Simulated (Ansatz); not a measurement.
**CH5GaO (SMILES C[O][GaH2]): a chain of runs**

Wanted: a series of 18 runs (HF/STO-3G, UHF/STO-3G, HF/3-21G, UHF/3-21G, HF/6-31G*, UHF/6-31G*, B3LYP/6-31G*, PBE/def2-SVP, and more) of CH5GaO. 

The calculation is run with Ansatz 0.2.0.

### 1 The structure to begin with

The species is CH5GaO (8 atoms), meant as a singlet with charge 0. As SMILES, `C[O][GaH2]`. Geometry: relaxed at PBE0-D4/def2-TZVP. The run starts from this shape.

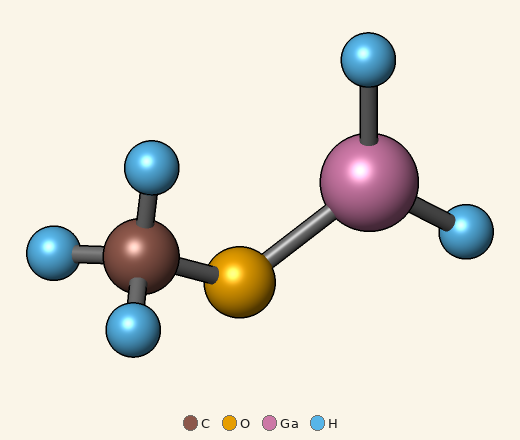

The structure, seen from a chosen angle (carbon brown, oxygen amber, gallium pink, hydrogen blue).

### 2 A structure relaxation at HF/STO-3G (start density atoms) (run 1)

job.yaml

```yaml
crystal:
  periodic: [false, false, false]
  atoms:
    - {symbol: C, position_ang: [-0.616800, 0.972600, -0.422900]}
    - {symbol: O, position_ang: [-0.705300, -0.273500, 0.213500]}
    - {symbol: Ga, position_ang: [0.703200, -1.302000, 0.579300]}
    - {symbol: H, position_ang: [-1.200200, 0.962000, -1.350600]}
    - {symbol: H, position_ang: [0.414200, 1.256200, -0.676600]}
    - {symbol: H, position_ang: [-1.030600, 1.754200, 0.224300]}
    - {symbol: H, position_ang: [2.093900, -0.732800, 0.142900]}
    - {symbol: H, position_ang: [0.341700, -2.636700, 1.290100]}
basis:
  gaussian: {orbitals: STO-3G}
hamiltonian: {xc: hf}
relax: {f_tol: 0.002}
output: {orbitals: {seedname: orbitals}}
```

Run with:

```sh
$ ansatz run job.yaml --threads 1 --pin off --max-ram 3480MiB --events-out events.jsonl --progress --plain --runs-dir runs
```

Standard output (excerpt; [...] marks lines left out):

```text
Warning: RAYON_NUM_THREADS=1 ignored (pool sized by the plan → 1); use --threads N
[...]
Functional definition: HF
  name "HF"
[...]
413 factors; integrals over basis functions are off by at most 1.5e-5 eV
[...]
mean field -54831.77720057 eV, -2015.0306458076 hartree, gradient 6.9e-5 eV, S^2 0.000000; 0 other end points of the search recorded, 0 dependent functions left out
[...]
reference -54831.77720057 eV, -2015.0306458076 hartree; 25, 25 occupied and 8, 8 virtual orbitals, 413 factors
relax step   1: F+E_penalty+E_count = -54831.77720057 eV  Δ(F+E_penalty+E_count) = +0.000e0 eV  max|allowed force component| = 3.652e0 eV/Å  Δτ_max = 0.0000 Å  (39 SCF iters, accepted)
[...]
relax step   3: F+E_penalty+E_count = -54833.22758338 eV  Δ(F+E_penalty+E_count) = -2.554e-1 eV  max|allowed force component| = 9.761e-1 eV/Å  Δτ_max = 0.1654 Å  (35 SCF iters, accepted)
[...]
relax step   5: F+E_penalty+E_count = -54833.31767315 eV  Δ(F+E_penalty+E_count) = -3.447e-2 eV  max|allowed force component| = 1.542e-1 eV/Å  Δτ_max = 0.0955 Å  (36 SCF iters, accepted)
[...]
relax step   7: F+E_penalty+E_count = -54833.33027639 eV  Δ(F+E_penalty+E_count) = -4.471e-3 eV  max|allowed force component| = 8.539e-2 eV/Å  Δτ_max = 0.0156 Å  (31 SCF iters, accepted)
[...]
relax step   9: F+E_penalty+E_count = -54833.33137316 eV  Δ(F+E_penalty+E_count) = -1.645e-5 eV  max|allowed force component| = 1.144e-2 eV/Å  Δτ_max = 0.0033 Å  (31 SCF iters, accepted)
[...]
relax step  10: F+E_penalty+E_count = -54833.33138019 eV  Δ(F+E_penalty+E_count) = -7.034e-6 eV  max|allowed force component| = 1.064e-2 eV/Å  Δτ_max = 0.0023 Å  (32 SCF iters, accepted)
[...]
relax step  11: F+E_penalty+E_count = -54833.33138296 eV  Δ(F+E_penalty+E_count) = -2.769e-6 eV  max|allowed force component| = 8.504e-4 eV/Å  Δτ_max = 0.0005 Å  (32 SCF iters, accepted)
415 factors; integrals over basis functions are off by at most 1.4e-5 eV
[...]
mean field -54833.33138296 eV, -2015.0877609570 hartree, gradient 2.2e-5 eV, S^2 0.000000; 1 other end points of the search recorded, 0 dependent functions left out
[...]
reference -54833.33138296 eV, -2015.0877609570 hartree; 25, 25 occupied and 8, 8 virtual orbitals, 415 factors
Total energy: -54833.33138296 eV, -2015.0877609570 hartree
Atom 0 at    -0.585607     0.951056    -0.415427 Å, force     0.000850    -0.000353    -0.000070 eV/Å
Atom 1 at    -0.367908    -0.293110     0.187082 Å, force    -0.000774    -0.000124     0.000372 eV/Å
Atom 2 at     0.732008    -1.273670     0.561972 Å, force    -0.000436     0.000701    -0.000305 eV/Å
Atom 3 at    -1.245004     0.843764    -1.284654 Å, force    -0.000097    -0.000277     0.000123 eV/Å
Atom 4 at     0.344212     1.424009    -0.753570 Å, force     0.000283     0.000565    -0.000309 eV/Å
Atom 5 at    -1.075595     1.634813     0.287609 Å, force    -0.000063    -0.000331     0.000185 eV/Å
Atom 6 at     2.009823    -0.930503     0.251593 Å, force     0.000391     0.000096    -0.000083 eV/Å
Atom 7 at     0.188172    -2.356359     1.165396 Å, force    -0.000156    -0.000277     0.000087 eV/Å
Dipole moment:    -0.028120     0.265896    -0.130754 e Å
```

Run time: 7.2 s. Hardware: 1 thread of Arm Neoverse V2, shared host; peak memory 0.1 GiB.

The path in brief:

| step | energy from the first frame kept (eV) | largest force (eV/Å) |
| --- | --- | --- |
| 1 | 0.0000 | 5.1914 |
| 2 | -1.1950 | 2.8684 |
| 3 | -1.4504 | 1.0786 |
| 4 | -1.5060 | 0.6244 |
| 5 | -1.5405 | 0.1726 |
| 6 | -1.5486 | 0.3746 |
| 7 | -1.5531 | 0.1118 |
| 8 | -1.5542 | 0.0278 |
| 9 | -1.5542 | 0.0129 |
| 10 | -1.5542 | 0.0121 |
| 11 | -1.5542 | 0.0009 |

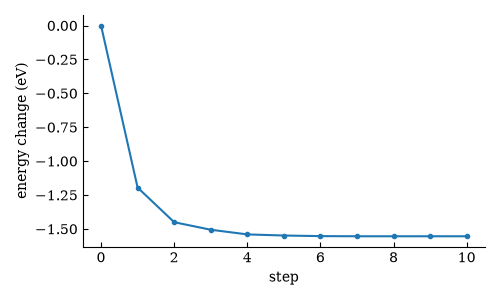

Energy along the run.

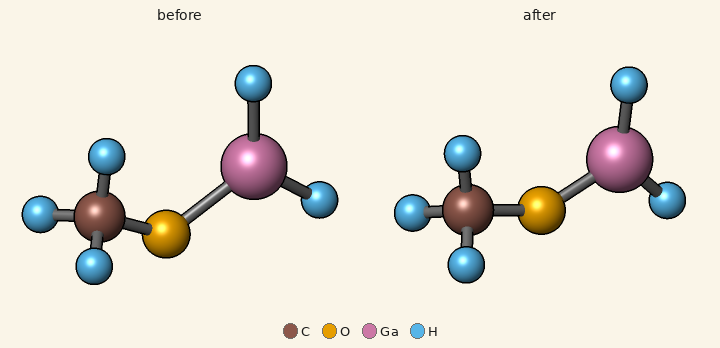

Before and after, at one scale.

After the run. Bond lengths: C1–O2 1.399 Å, O2–Ga3 1.520 Å, C1–H4 1.096 Å, C1–H5 1.097 Å, C1–H6 1.096 Å, Ga3–H7 1.359 Å, Ga3–H8 1.354 Å. Angles: C1–O2–Ga3 142.4°, O2–C1–H4 110.4°, O2–C1–H5 112.6°, O2–C1–H6 110.4°, O2–Ga3–H7 117.5°, O2–Ga3–H8 109.6°, H4–C1–H5 107.9°, H4–C1–H6 107.5°, H5–C1–H6 107.9°, H7–Ga3–H8 133.0°.

### 3 The harmonic vibrations at HF/STO-3G (start density atoms) (run 2)

in.yaml

```yaml
crystal:
  periodic: [false, false, false]
  atoms:
    - symbol: C
      position_ang: [-0.585607, 0.951056, -0.415427]
    - symbol: O
      position_ang: [-0.367908, -0.293110, 0.187082]
    - symbol: Ga
      position_ang: [0.732008, -1.273670, 0.561972]
    - symbol: H
      position_ang: [-1.245004, 0.843764, -1.284654]
    - symbol: H
      position_ang: [0.344212, 1.424009, -0.753570]
    - symbol: H
      position_ang: [-1.075595, 1.634813, 0.287609]
    - symbol: H
      position_ang: [2.009823, -0.930503, 0.251593]
    - symbol: H
      position_ang: [0.188172, -2.356359, 1.165396]
basis:
  gaussian:
    orbitals: STO-3G
total_charge: 0
hamiltonian:
  xc: hf
phonons:
  temperatures:
    t_min: 298.15
    t_max: 298.15
    t_step: 1
```

Run with:

```sh
$ ansatz run in.yaml --threads 1 --pin off --max-ram 3480MiB --events-out events.jsonl --progress --plain --runs-dir runs
```

Standard output (excerpt; [...] marks lines left out):

```text
Warning: RAYON_NUM_THREADS=1 ignored (pool sized by the plan → 1); use --threads N
Functional definition: HF
  name "HF"
[...]
416 factors; integrals over basis functions are off by at most 2.8e-5 eV
[...]
mean field -54833.33140498 eV, -2015.0877617660 hartree, gradient 1.5e-5 eV, S^2 0.000000; 0 other end points of the search recorded, 0 dependent functions left out
[...]
reference -54833.33140498 eV, -2015.0877617660 hartree; 25, 25 occupied and 8, 8 virtual orbitals, 416 factors
[...]
416 factors; integrals over basis functions are off by at most 2.8e-5 eV
[...]
mean field -54833.33115581 eV, -2015.0877526092 hartree, gradient 2.0e-6 eV, S^2 0.000000; 0 other end points of the search recorded, 0 dependent functions left out
[...]
reference -54833.33115581 eV, -2015.0877526092 hartree; 25, 25 occupied and 8, 8 virtual orbitals, 416 factors
[...]
416 factors; integrals over basis functions are off by at most 2.8e-5 eV
[...]
Total energy: -54833.33140498 eV, -2015.0877617660 hartree
Atom 0 at    -0.585607     0.951056    -0.415427 Å, force     0.000802    -0.000400    -0.000081 eV/Å
Atom 1 at    -0.367908    -0.293110     0.187082 Å, force    -0.000728    -0.000169     0.000390 eV/Å
Atom 2 at     0.732008    -1.273670     0.561972 Å, force    -0.000460     0.000773    -0.000333 eV/Å
Atom 3 at    -1.245004     0.843764    -1.284654 Å, force    -0.000085    -0.000287     0.000141 eV/Å
Atom 4 at     0.344212     1.424009    -0.753570 Å, force     0.000328     0.000582    -0.000322 eV/Å
Atom 5 at    -1.075595     1.634813     0.287609 Å, force    -0.000072    -0.000331     0.000210 eV/Å
Atom 6 at     2.009823    -0.930503     0.251593 Å, force     0.000403     0.000093    -0.000085 eV/Å
Atom 7 at     0.188172    -2.356359     1.165396 Å, force    -0.000189    -0.000260     0.000080 eV/Å
Dipole moment:    -0.028120     0.265897    -0.130755 e Å
Vibrations: 139.60 179.28 365.89 424.53 705.67 825.57 843.35 1353.85 1360.15 1472.19 1772.51 1816.41 1819.34 1858.56 2182.38 3502.96 3671.48 3675.52 cm⁻¹, zero-point energy 1.733871 eV
```

Wall time 17 s (1 thread of Arm Neoverse V2, shared host).

Runs 3 to 17 aren't shown in full; the table further down has their settings and results.

### 4 The harmonic vibrations at MP2/6-31G(d) (Cartesian functions, start density atoms) (run 18)

input.yaml

```yaml
crystal:
  periodic: [false, false, false]
  atoms:
    - {symbol: C, position_ang: [-0.616212, 0.982417, -0.427902]}
    - {symbol: O, position_ang: [-0.737020, -0.282079, 0.221337]}
    - {symbol: Ga, position_ang: [0.697063, -1.299593, 0.578787]}
    - {symbol: H, position_ang: [-1.194938, 0.968379, -1.356881]}
    - {symbol: H, position_ang: [0.423138, 1.239706, -0.669288]}
    - {symbol: H, position_ang: [-1.024916, 1.762714, 0.221881]}
    - {symbol: H, position_ang: [2.091373, -0.724214, 0.138882]}
    - {symbol: H, position_ang: [0.361611, -2.647330, 1.293185]}
basis:
  gaussian:
    orbitals: "6-31G*"
correlation:
  method: mp2
phonons:
  temperatures:
    t_min: 298.15
    t_max: 298.15
    t_step: 1
```

Run with:

```sh
$ ansatz run input.yaml --threads 1 --pin off --max-ram 3480MiB --events-out events.jsonl --progress --plain --runs-dir runs
```

Standard output (excerpt; [...] marks lines left out):

```text
Warning: RAYON_NUM_THREADS=1 ignored (pool sized by the plan → 1); use --threads N
Functional definition: HF
  name "HF"
[...]
825 factors; integrals over basis functions are off by at most 3.8e-4 eV
[...]
mean field -55473.01110794 eV, -2038.5955572594 hartree, gradient 3.0e-6 eV, S^2 0.000000; 0 other end points of the search recorded, 0 dependent functions left out
11 core orbitals not correlated: weight in the atoms' cores, before any rotation towards them, 1.000 or more for the frozen orbitals, at most 0.000 for the correlated occupied ones
reference -55473.01110794 eV, -2038.5955572594 hartree; 14, 14 occupied and 50, 50 virtual orbitals, 825 factors
second order -15.21033946 eV of doubles, -0.00000000 eV of singles
[...]
825 factors; integrals over basis functions are off by at most 3.8e-4 eV
[...]
Atom 0 at    -0.616212     0.982417    -0.427902 Å, force     0.000101    -0.000491     0.000192 eV/Å
Atom 1 at    -0.737020    -0.282079     0.221337 Å, force    -0.000547     0.000435    -0.000098 eV/Å
Atom 2 at     0.697063    -1.299593     0.578787 Å, force     0.000254    -0.000104    -0.000054 eV/Å
Atom 3 at    -1.194938     0.968379    -1.356881 Å, force     0.000015    -0.000294    -0.000314 eV/Å
Atom 4 at     0.423138     1.239706    -0.669288 Å, force    -0.000135     0.000583    -0.000280 eV/Å
Atom 5 at    -1.024916     1.762714     0.221881 Å, force     0.000109     0.000125     0.000404 eV/Å
Atom 6 at     2.091373    -0.724214     0.138882 Å, force     0.000028    -0.000466     0.000284 eV/Å
Atom 7 at     0.361611    -2.647330     1.293185 Å, force     0.000174     0.000213    -0.000133 eV/Å
Dipole moment:     0.239584     0.108723    -0.080506 e Å
Vibrations: 105.21 235.47 248.21 530.41 626.09 629.83 749.52 1113.76 1206.79 1229.87 1533.76 1558.04 1572.50 1987.82 2029.52 3069.01 3154.06 3172.78 cm⁻¹, zero-point energy 1.534468 eV
Checks for a lower state left out: cluster_reference
```

It took 97 s on 1 thread of Arm Neoverse V2, shared host; peak memory 0.15 GiB.

### 5 The series

| run | level | task | walk f tol | partner | energy (Eh) | dipole moment (D) | wall time |
| --- | --- | --- | --- | --- | --- | --- | --- |
| 1 | HF/STO-3G (start density atoms) | optimise | 0.002 | base | -2015.087761 | 1.43 | 7.2 s |
| 2 | HF/STO-3G (start density atoms) | frequencies | – | base | -2015.087762 | 1.43 | 17 s |
| 3 | UHF/STO-3G (start density atoms) | energy | – | cation | -2014.906861 | – | 0.92 s |
| 4 | UHF/STO-3G (start density atoms) | optimise | – | cation | -2014.941068 | – | 8.7 s |
| 5 | HF/3-21G (start density atoms) | optimise | 0.002 | base | -2028.874589 | 1.12 | 4.8 s |
| 6 | HF/3-21G (start density atoms) | frequencies | – | base | -2028.874588 | 1.12 | 17 s |
| 7 | UHF/3-21G (start density atoms) | energy | – | cation | -2028.557260 | – | 1.5 s |
| 8 | UHF/3-21G (start density atoms) | optimise | – | cation | -2028.591284 | – | 14 s |
| 9 | HF/6-31G* (Cartesian functions, start density atoms) | optimise | 0.002 | base | -2038.597017 | 1.30 | 11 s |
| 10 | HF/6-31G* (Cartesian functions, start density atoms) | frequencies | – | base | -2038.597016 | 1.30 | 52 s |
| 11 | UHF/6-31G* (Cartesian functions, start density atoms) | energy | – | cation | -2038.271072 | – | 4.8 s |
| 12 | UHF/6-31G* (Cartesian functions, start density atoms) | optimise | – | cation | -2038.306286 | – | 87 s |
| 13 | B3LYP/6-31G* (Cartesian functions, start density atoms) | optimise | 0.002 | base | -2040.961032 | 1.20 | 18 s |
| 14 | B3LYP/6-31G* (Cartesian functions, start density atoms) | frequencies | – | base | -2040.961032 | 1.20 | 90 s |
| 15 | PBE/def2-SVP (start density atoms) | optimise | 0.002 | base | -2040.414910 | 1.06 | 16 s |
| 16 | PBE/def2-SVP (start density atoms) | frequencies | – | base | -2040.414910 | 1.06 | 55 s |
| 17 | MP2/6-31G* (Cartesian functions, start density atoms) | optimise | 0.002 | base | -2039.154527 | 1.32 | 16 s |
| 18 | MP2/6-31G* (Cartesian functions, start density atoms) | frequencies | – | base | -2039.154527 | 1.32 | 97 s |

### 6 What came out

| quantity | value |
| --- | --- |
| run 18, MP2/6-31G*: total energy | -2039.15453 Eh |
| run 18, MP2/6-31G*: dipole moment (correlated density) | 1.32 D |
| run 18, MP2/6-31G*: correlation energy (11 core orbitals frozen) | -559.0 mEh |
| run 18, MP2/6-31G*: largest force on an atom | 0.001 eV/Å |
| run 18, MP2/6-31G*: lowest harmonic wavenumber | 105 cm⁻¹ |
| run 18, MP2/6-31G*: highest harmonic wavenumber | 3173 cm⁻¹ |
| run 18, MP2/6-31G*: zero-point energy | 148.1 kJ/mol |
| vertical ionisation energy (to the doublet cation), HF/STO-3G | 4.923 eV |
| vertical ionisation energy (to the doublet cation), HF/3-21G | 8.635 eV |
| vertical ionisation energy (to the doublet cation), HF/6-31G* | 8.869 eV |
| adiabatic ionisation energy (to the doublet cation, no zero-point term), HF/STO-3G | 3.992 eV |
| adiabatic ionisation energy (to the doublet cation, no zero-point term), HF/3-21G | 7.709 eV |
| adiabatic ionisation energy (to the doublet cation, no zero-point term), HF/6-31G* | 7.911 eV |

At HF/STO-3G: the vertical ionisation energy comes to 4.92 eV (114 kcal/mol). In a minimal basis such a difference can be off by several eV, whatever the method. At HF/3-21G: the vertical ionisation energy comes to 8.63 eV (833 kJ/mol). At HF/6-31G*: removing an electron at fixed nuclei costs 8.87 eV (856 kJ/mol). At HF/STO-3G: the adiabatic ionisation energy (to the doublet cation, no zero-point term) is 3.99 eV (92 kcal/mol). At HF/3-21G: the adiabatic ionisation energy (to the doublet cation, no zero-point term) is 7.71 eV (744 kJ/mol). Totals of different functionals can't be ranked against each other. In runs 1, 2, 3, 4 the basis is minimal, so the values are rough. All runs together took 8.6 min, the longest 97 s.
